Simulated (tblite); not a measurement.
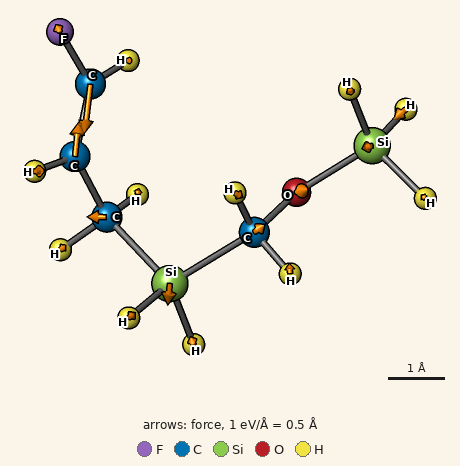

Starting geometry of C$_{4}$H$_{11}$FOSi$_{2}$ with the computed forces as orange arrows. The picture is a ball-and-stick view, seen face on.

Method: GFN2-xTB geometry optimisation, gas phase in tblite. 

**What follows when this structure is relaxed?**

It isn't relaxed: the largest force vector, on a C atom, is 1.84 eV/Å. The final displacements have little in common with the starting forces (cosine between the two patterns 0.12). The energy falls by 6.68 kcal/mol in 190 geometry steps. An H atom moves most after the best rigid fit: 0.99 Å. Largest moves by element: H 0.99 Å, F 0.86 Å, C 0.66 Å, Si 0.56 Å, O 0.35 Å. Near-neighbour distances that change, for instance: O–Si 1.670 → 1.620 Å, H–Si 1.493 → 1.464 Å, H–Si 1.483 → 1.455 Å, C–C 1.347 → 1.319 Å. Bond angles that change, for instance: C–O–Si 118.6° → 128.8°, Si–C–O 115.7° → 105.5°, O–Si–H 108.7° → 98.6°.
